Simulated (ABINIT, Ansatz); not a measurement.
## ZrSe3 (P2_1/m): one start, several treatments of the self-energy

Aim: compare treatments of exchange, screening and correlation for the gap of ZrSe3 (P2_1/m).

Program: ABINIT 10.8.3. Level of theory: PBEsol and many-body steps on it, plane waves. Results are calculated unless marked as measured.

## 1. Set-up

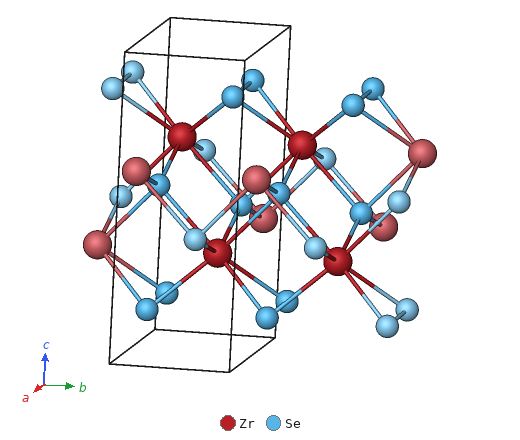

The starting structure, seen slightly off an axis (zirconium red, selenium blue). 1×2×1 cells are drawn. Some periodic images of atoms are drawn too.

The cell and positions come from the Crystallography Open Database and are kept as given unless a step says otherwise.

## 2. Empty states on the mesh, 2×4×1 mesh, 430 bands

This step: ABINIT 10.8.3; DFT, PBEsol, plane waves, norm-conserving pseudopotentials.

The sums over transitions need many empty states on a uniform mesh; this step solves for them.

run.abi

```
acell 3*1.0 Angstrom
rprim 
  5.410900000000 -0.000000000000 -0.000000000000
  -0.000000000000 3.748800000000 0.000000000000
  -1.229420909100 0.000000000000 9.363634990100
ntypat 2
znucl 40 34
natom 8
typat 1 1 2 2 2 2 2 2
xred 
  0.285000000000 0.250000000000 0.656000000000
  0.715000000000 0.750000000000 0.344000000000
  0.762000000000 0.250000000000 0.554000000000
  0.238000000000 0.750000000000 0.446000000000
  0.456000000000 0.250000000000 0.174000000000
  0.544000000000 0.750000000000 0.826000000000
  0.888000000000 0.250000000000 0.169000000000
  0.112000000000 0.750000000000 0.831000000000
pp_dirpath "pseudos"
pseudos "Zr.upf, Se.upf"
ecut 48
ngkpt 2 4 1
nshiftk 1
shiftk 0 0 0
kptopt 1
chksymbreak 0
iscf -2
irdden 1
istwfk *1
nband 430
nbdbuf 38
tolwfr 1e-09
nstep 60
prtvol 0
indata_prefix "in"
outdata_prefix "out"
tmpdata_prefix "tmp"
```

The run is started by

```console
> OMP_NUM_THREADS=1 mpirun -n 16 abinit run.abi > log
```

Numbers of over 12 decimals in the logs are rounded to 6 here.

The program printed:

```text
.Version 10.8.3 of ABINIT. v10.8.2 released Aug 2026.

 Symmetries : space group P2_1/m (# 11); Bravais mP (primitive monocl.)
[... echo of the input left out ...]
== DATASET  1 ==================================================================
-   mpi_nproc: 16, omp_nthreads: 1 (-1 if OMP is not activated)
-    --> not optimal distribution: autoparal keyword recommended in input file <--

--- !DatasetInfo
iteration_state: {dtset: 1, }
dimensions: {natom: 8, nkpt: 6, mband: 430, nsppol: 1, nspinor: 1, nspden: 1, mpw: 20400, }
cutoff_energies: {ecut:  48.0, pawecutdg:  -1.0, }
[...]
3.00419    3.00542    3.00889    3.01749    3.01781    3.02148    3.02689    3.04126
   3.04297    3.04835    3.06015    3.06222    3.06453    3.06778    3.07385    3.08957
   3.09421    3.09815    3.10386    3.11109    3.11932    3.12375
 prteigrs : prtvol=0 or 1, do not print more k-points.

== END DATASET(S) ==============================================================
================================================================================

 -outvars: echo values of variables after computation  --------
            nband         430
             nkpt           6
          spgroup          11
 [... the other variables as echoed above ...]

 Calculation completed.
```

It took 29 min on 16 MPI ranks of Arm Neoverse N1, shared host; peak memory 2.5 GiB.

Numbers from this step:

| Item | Value |
| --- | --- |
| gap | 0.3293 eV |
| k of the valence top | 0, 0, 0 |
| k of the conduction bottom | 0.5, 0, 0 |
| least direct gap | 0.6289 eV |
| k points computed | 6 |
| lowest point of the top converged band, above the valence top | 70.3787 eV |

On this mesh the gap is 0.329 eV.

The density comes from a self-consistent run that is not shown.

## 3. Screening, 2×4×1 mesh, 209 bands, screening to 114.3 eV

The RPA dielectric matrix is built and inverted for each q.

This step: RPA screening on PBEsol, plane waves, norm-conserving pseudopotentials.

Edit run.abi of step 2 so:

```diff
@@ -26,10 +26,11 @@
 chksymbreak 0
-iscf -2
-irdden 1
 istwfk *1
-nband 430
-nbdbuf 38
-tolwfr 1e-09
-nstep 60
-prtvol 0
+occopt 1
+irdwfk 1
+optdriver 3
+nband 209
+ecuteps 4.2
+inclvkb 2
+awtr 1
+symchi 1
 indata_prefix "in"
```

The program printed:

```text
.Version 10.8.3 of ABINIT. v10.8.2 released Aug 2026.

 Symmetries : space group P2_1/m (# 11); Bravais mP (primitive monocl.)
[... echo of the input left out ...]
== DATASET  1 ==================================================================
-   mpi_nproc: 16, omp_nthreads: 1 (-1 if OMP is not activated)

--- !DatasetInfo
iteration_state: {dtset: 1, }
dimensions: {natom: 8, nkpt: 6, mband: 209, nsppol: 1, nspinor: 1, nspden: 1, mpw: 20400, }
cutoff_energies: {ecut:  48.0, pawecutdg:  -1.0, }
electrons: {nelect:   1.68000000E+02, charge:   0.00000000E+00, occopt:   1.00000000E+00, tsmear:   1.00000000E-02, }

 SCREENING: Calculation of the susceptibility and dielectric matrices

 Based on a program developped by R.W. Godby, V. Olevano, G. Onida, and L. Reining.
 Incorporated in ABINIT by V. Olevano, G.-M. Rignanese, and M. Torrent.
.Using double precision arithmetic ; gwpc =  8

[... cell and pseudopotentials left out ...]
--------------------------------------------------------------------------------

 ==== K-mesh for the wavefunctions ====
 Number of points in the irreducible wedge :     6
[... list of points left out ...]
 Together with  4 symmetry operations and time-reversal symmetry
 yields     8 points in the full Brillouin Zone.

 ==== Q-mesh for the screening function ====
 Number of points in the irreducible wedge :     6
[... list of points left out ...]
 Together with  4 symmetry operations and time-reversal symmetry
 yields     8 points in the full Brillouin Zone.

 setmesh: FFT mesh size selected  =    45x   30x   72
          total number of points  =        97200

 vcoul_init : cutoff-mode = AUXILIARY_FUNCTION
 q-points for optical limit:   1
     1)      0.000010    0.000020    0.000030

- screening: taking advantage of time-reversal symmetry
- Maximum band index for partially occupied states nbvw = 84
- Remaining bands to be divided among processors   nbcw = 125
- Number of bands treated by each node ~7

 Number of electrons calculated from density =  168.0000; Expected =  168.0000
 average of density, n =  0.131071
 r_s =    1.2212
 omega_plasma =   34.9228 [eV]

 calculating chi0 at frequencies [eV] :
  1    0.000000E+00    0.000000E+00
  2    0.000000E+00    3.492278E+01

--------------------------------------------------------------------------------
  q-point number  1        q = ( 0.000000, 0.000000, 0.000000) [r.l.u.]
--------------------------------------------------------------------------------
[... chi0 elements left out ...]
 For q-point:  0.000010 0.000020 0.000030
  dielectric constant =  16.0725
  dielectric constant without local fields =  18.6875

  Average fulfillment of the sum rule on Im[epsilon] for q-point    1 :     30.17  [%]
[... wings left out ...]
  q-point number  2        q = ( 0.500000, 0.000000, 0.000000) [r.l.u.]
--------------------------------------------------------------------------------
[... chi0 elements left out ...]
  Average fulfillment of the sum rule on Im[epsilon] for q-point    2 :     31.80  [%]

 [... 4 further q-points ...]
```

The job ended after 7.1 min (16 MPI ranks; peak memory 20 GiB; 1.9 h of CPU time).

Numbers from this step:

```
ε∞ with local fields, on this mesh, along the program's q direction : 16.07
the same without local fields                                       : 18.69
plasma frequency                                                    : 34.92 eV
plane waves in the screening matrix                                 : 521
```

Local fields lower ε∞ by 14 %. On a Γ-centred mesh this coarse the value itself is usually too large, while a short band sum pulls it down.

## 4. G0W0, Godby-Needs plasmon pole

The self-energy is evaluated for the states that the input lists, and the levels follow from it, in one-shot runs by the linearised quasiparticle equation.

This step: G0W0 on PBEsol, plane waves, norm-conserving pseudopotentials.

Edit run.abi of step 3 so:

```diff
@@ -29,8 +29,17 @@
 irdwfk 1
-optdriver 3
+optdriver 4
 nband 209
+gwcalctyp 0
+ecutsigx 48
+symsigma 1
+nkptgw 2
+kptgw 
+  0.0000000000 0.0000000000 0.0000000000
+  0.5000000000 0.0000000000 0.0000000000
+bdgw 
+  83 86
+  83 86
 ecuteps 4.2
-inclvkb 2
-awtr 1
-symchi 1
+irdscr 1
+ppmodel 1
 indata_prefix "in"
```

The program printed:

```text
.Version 10.8.3 of ABINIT. v10.8.2 released Aug 2026.

 Symmetries : space group P2_1/m (# 11); Bravais mP (primitive monocl.)
[... echo of the input left out ...]
== DATASET  1 ==================================================================
-   mpi_nproc: 16, omp_nthreads: 1 (-1 if OMP is not activated)

--- !DatasetInfo
iteration_state: {dtset: 1, }
dimensions: {natom: 8, nkpt: 6, mband: 209, nsppol: 1, nspinor: 1, nspden: 1, mpw: 20400, }
cutoff_energies: {ecut:  48.0, pawecutdg:  -1.0, }
electrons: {nelect:   1.68000000E+02, charge:   0.00000000E+00, occopt:   1.00000000E+00, tsmear:   1.00000000E-02, }

 SIGMA: Calculation of the GW corrections

 Based on a program developped by R.W. Godby, V. Olevano, G. Onida, and L. Reining.
 Incorporated in ABINIT by V. Olevano, G.-M. Rignanese, and M. Torrent.
.Using double precision arithmetic ; gwpc =  8

[... cell and pseudopotentials left out ...]
--------------------------------------------------------------------------------

 ==== K-mesh for the wavefunctions ====
 Number of points in the irreducible wedge :     6
[... list of points left out ...]
 Together with  4 symmetry operations and time-reversal symmetry
 yields     8 points in the full Brillouin Zone.

 ==== Q-mesh for screening function ====
 Number of points in the irreducible wedge :     6
[... list of points left out ...]
 Together with  4 symmetry operations and time-reversal symmetry
 yields     8 points in the full Brillouin Zone.

 vcoul_init : cutoff-mode = AUXILIARY_FUNCTION
 q-points for optical limit:   1
     1)      0.000010    0.000020    0.000030
 setmesh: FFT mesh size selected  =    72x   48x  120
          total number of points  =       414720

 Number of electrons calculated from density =  168.0000; Expected =  168.0000
 average of density, n =  0.131071
 r_s =    1.2212
 omega_plasma =   34.9228 [eV]

 === KS Band Gaps ===
  >>>> For spin  1
   Minimum direct gap =   0.6288 [eV], located at k-point      :   0.5000  0.0000  0.0000
   Fundamental gap    =   0.3292 [eV], Top of valence bands at :   0.0000  0.0000  0.0000
                                       Bottom of conduction at :   0.5000  0.0000  0.0000
 SIGMA fundamental parameters:
 PLASMON POLE MODEL  1
 number of plane-waves for SigmaX                20343
 number of plane-waves for SigmaC and W            521
 number of plane-waves for wavefunctions         20343
 number of bands                                   209
 number of independent spin polarizations            1
 number of spinorial components                      1
 number of k-points in IBZ                           6
 number of q-points in IBZ                           6
 number of symmetry operations                       4
 number of k-points in BZ                            8
 number of q-points in BZ                            8
 number of frequencies for dSigma/dE                 9
 frequency step for dSigma/dE [eV]                0.25
 number of omega for Sigma on real axis              0
 max omega for Sigma on real axis  [eV]           0.00
 zcut for avoiding poles [eV]                     0.10

 EPSILON^-1 parameters (SCR file):
 dimension of the eps^-1 matrix on file            521
 dimension of the eps^-1 matrix used               521
 number of plane-waves for wavefunctions         20343
 number of bands                                   209
 number of q-points in IBZ                           6
 number of frequencies                               2
 number of real frequencies                          1
 number of imag frequencies                          1

 matrix elements of self-energy operator (all in [eV])

 Perturbative Calculation

--- !SelfEnergy_ee
iteration_state: {dtset: 1, }
kpoint     : [   0.000,    0.000,    0.000, ]
spin       : 1
KS_gap     :    0.661
QP_gap     :    1.176
Delta_QP_KS:    0.516
data: !SigmaeeData |
     Band     E0 <VxcDFT>   SigX SigC(E0)      Z dSigC/dE  Sig(E)    E-E0       E
       83   6.375 -14.787 -16.246   1.855   0.795  -0.258 -14.472   0.315   6.690
       84   6.485 -15.017 -16.886   2.238   0.795  -0.257 -14.724   0.293   6.778
       85   7.146 -13.062  -8.336  -3.713   0.798  -0.253 -12.254   0.809   7.954
       86   7.529 -13.521  -8.085  -4.254   0.794  -0.260 -12.583   0.938   8.467

--- !SelfEnergy_ee
iteration_state: {dtset: 1, }
kpoint     : [   0.500,    0.000,    0.000, ]
spin       : 1
KS_gap     :    0.629
QP_gap     :    1.201
Delta_QP_KS:    0.572
data: !SigmaeeData |
     Band     E0 <VxcDFT>   SigX SigC(E0)      Z dSigC/dE  Sig(E)    E-E0       E
       83   6.114 -14.718 -16.655   2.209   0.795  -0.258 -14.502   0.216   6.329
       84   6.185 -14.776 -16.630   2.140   0.794  -0.259 -14.549   0.228   6.413
       85   6.814 -13.767  -9.969  -2.791   0.794  -0.260 -12.968   0.800   7.614
       86   7.155 -14.047 -10.034  -2.911   0.793  -0.261 -13.173   0.873   8.029

== END DATASET(S) ==============================================================
================================================================================

 -outvars: echo values of variables after computation  --------
           etotal      0.0000000000E+00
            nband         209
             nkpt           6
          spgroup          11
 [... the other variables as echoed above ...]

 Calculation completed.
```

Run time: 32 s. Hardware: 16 MPI ranks; peak memory 8.5 GiB.

Numbers from this step:

```
G0W0 gap on the points computed              : 0.8360 eV
starting gap on the mesh                     : 0.3293 eV
k of the valence top                         : 0, 0, 0
k of the conduction bottom                   : 0.5, 0, 0
Z at the valence top                         : 0.795
Z at the conduction bottom                   : 0.794
least direct G0W0 gap on the computed points : 1.176 eV
```

The gap on the mesh goes from 0.33 eV to 0.84 eV, a correction of +0.51 eV.

## 5. G0W0, Engel-Farid plasmon pole

Edit run.abi of step 4 so:

```diff
@@ -43,3 +43,3 @@
 irdscr 1
-ppmodel 1
+ppmodel 4
 indata_prefix "in"
```

The program printed:

```text
.Version 10.8.3 of ABINIT. v10.8.2 released Aug 2026.

 Symmetries : space group P2_1/m (# 11); Bravais mP (primitive monocl.)
[... echo of the input left out ...]
== DATASET  1 ==================================================================
-   mpi_nproc: 16, omp_nthreads: 1 (-1 if OMP is not activated)

--- !DatasetInfo
iteration_state: {dtset: 1, }
dimensions: {natom: 8, nkpt: 6, mband: 209, nsppol: 1, nspinor: 1, nspden: 1, mpw: 20400, }
cutoff_energies: {ecut:  48.0, pawecutdg:  -1.0, }
electrons: {nelect:   1.68000000E+02, charge:   0.00000000E+00, occopt:   1.00000000E+00, tsmear:   1.00000000E-02, }

 SIGMA: Calculation of the GW corrections

 Based on a program developped by R.W. Godby, V. Olevano, G. Onida, and L. Reining.
 Incorporated in ABINIT by V. Olevano, G.-M. Rignanese, and M. Torrent.
.Using double precision arithmetic ; gwpc =  8

[... cell and pseudopotentials left out ...]
--------------------------------------------------------------------------------

 ==== K-mesh for the wavefunctions ====
 Number of points in the irreducible wedge :     6
[... list of points left out ...]
 Together with  4 symmetry operations and time-reversal symmetry
 yields     8 points in the full Brillouin Zone.

 ==== Q-mesh for screening function ====
 Number of points in the irreducible wedge :     6
[... list of points left out ...]
 Together with  4 symmetry operations and time-reversal symmetry
 yields     8 points in the full Brillouin Zone.

 vcoul_init : cutoff-mode = AUXILIARY_FUNCTION
 q-points for optical limit:   1
     1)      0.000010    0.000020    0.000030
 setmesh: FFT mesh size selected  =    72x   48x  120
          total number of points  =       414720

 Number of electrons calculated from density =  168.0000; Expected =  168.0000
[...]
number of omega for Sigma on real axis              0
 max omega for Sigma on real axis  [eV]           0.00
 zcut for avoiding poles [eV]                     0.10

 EPSILON^-1 parameters (SCR file):
 dimension of the eps^-1 matrix on file            521
 dimension of the eps^-1 matrix used               521
 number of plane-waves for wavefunctions         20343
 number of bands                                   209
 number of q-points in IBZ                           6
 number of frequencies                               2
 number of real frequencies                          1
 number of imag frequencies                          1

 matrix elements of self-energy operator (all in [eV])

 Perturbative Calculation

--- !SelfEnergy_ee
iteration_state: {dtset: 1, }
kpoint     : [   0.000,    0.000,    0.000, ]
spin       : 1
KS_gap     :    0.661
QP_gap     :    1.240
Delta_QP_KS:    0.580
data: !SigmaeeData |
     Band     E0 <VxcDFT>   SigX SigC(E0)      Z dSigC/dE  Sig(E)    E-E0       E
       83   6.375 -14.787 -16.246   1.740   0.805  -0.243 -14.561   0.226   6.601
       84   6.485 -15.017 -16.886   2.102   0.806  -0.240 -14.829   0.188   6.673
       85   7.146 -13.062  -8.336  -3.774   0.806  -0.241 -12.295   0.768   7.913
[...]
--- !SelfEnergy_ee
iteration_state: {dtset: 1, }
kpoint     : [   0.500,    0.000,    0.000, ]
spin       : 1
KS_gap     :    0.629
QP_gap     :    1.219
Delta_QP_KS:    0.590
data: !SigmaeeData |
     Band     E0 <VxcDFT>   SigX SigC(E0)      Z dSigC/dE  Sig(E)    E-E0       E
[...]
85   6.814 -13.767  -9.969  -2.902   0.801  -0.248 -13.049   0.718   7.533
       86   7.155 -14.047 -10.034  -3.016   0.800  -0.249 -13.249   0.798   7.953

== END DATASET(S) ==============================================================
================================================================================

 -outvars: echo values of variables after computation  --------
           etotal      0.0000000000E+00
            nband         209
             nkpt           6
          spgroup          11
 [... the other variables as echoed above ...]

 Calculation completed.
```

Elapsed: 63 s, on 16 MPI ranks; peak memory 7.8 GiB; 17 min of CPU time.

Numbers from this step:

| Property | Result |
| --- | --- |
| G0W0 gap on the points computed | 0.8600 eV |
| starting gap on the mesh | 0.3293 eV |
| k of the valence top | 0, 0, 0 |
| k of the conduction bottom | 0.5, 0, 0 |
| Z at the valence top | 0.806 |
| Z at the conduction bottom | 0.801 |
| least direct G0W0 gap on the computed points | 1.220 eV |

Against G0W0 in ABINIT (2×4×1 mesh, 209 bands, screening to 114.3 eV, Godby-Needs plasmon pole), the gap moves by +0.024 eV.

## 6. G0W0, von der Linden-Horsch plasmon pole

Edit run.abi of step 5 so:

```diff
@@ -43,3 +43,3 @@
 irdscr 1
-ppmodel 4
+ppmodel 3
 indata_prefix "in"
```

The program printed:

```text
.Version 10.8.3 of ABINIT. v10.8.2 released Aug 2026.

 Symmetries : space group P2_1/m (# 11); Bravais mP (primitive monocl.)
[... echo of the input left out ...]
== DATASET  1 ==================================================================
-   mpi_nproc: 16, omp_nthreads: 1 (-1 if OMP is not activated)

--- !DatasetInfo
iteration_state: {dtset: 1, }
dimensions: {natom: 8, nkpt: 6, mband: 209, nsppol: 1, nspinor: 1, nspden: 1, mpw: 20400, }
cutoff_energies: {ecut:  48.0, pawecutdg:  -1.0, }
[...]
Band     E0 <VxcDFT>   SigX SigC(E0)      Z dSigC/dE  Sig(E)    E-E0       E
[...]
85   6.814 -13.767  -9.969  -3.108   0.875  -0.143 -13.163   0.605   7.419
       86   7.155 -14.047 -10.034  -3.206   0.874  -0.144 -13.342   0.705   7.860

== END DATASET(S) ==============================================================
================================================================================

 -outvars: echo values of variables after computation  --------
           etotal      0.0000000000E+00
            nband         209
             nkpt           6
          spgroup          11
 [... the other variables as echoed above ...]

 Calculation completed.
```

It took 63 s on 16 MPI ranks; peak memory 7.8 GiB; 17 min of CPU time.

This step gave:

```yaml
g0w0_gap_on_the_points_computed: 0.8780 eV
starting_gap_on_the_mesh: 0.3293 eV
k_of_the_valence_top: 0, 0, 0
k_of_the_conduction_bottom: 0.5, 0, 0
least_direct_g0w0_gap_on_the_computed_points: 1.226 eV
```

Against G0W0 in ABINIT (2×4×1 mesh, 209 bands, screening to 114.3 eV, Godby-Needs plasmon pole), the gap moves by +0.042 eV.

(Continued in part 2 of 2.)

[Paths, hosts, dates, memory and timing lines, banners, echoed tables and standing remarks are left out of the program output.]

[Logs are printed without paths, hosts, clocks, repeated set-up lines and the standing remarks that a program may print on its own settings, such as how far it seeks lower states.]

[Runs of the session that timed out or met a known fault of the program may be left out.]

[Hosts, paths, dates, database ids (printed as entryN), source tags and the programs' standing remarks are cut or masked in the printed files.]

[G0W0 gaps are taken among the corrected bands and points alone; a level outside them can change the order at an edge.]

[Where Ansatz stands beside ABINIT at settings called matched, ABINIT's density can come from a denser mesh and the files from another edition; pairs whose starting gaps differed by over 0.03 eV were left out, so agreement reads better than it is.]
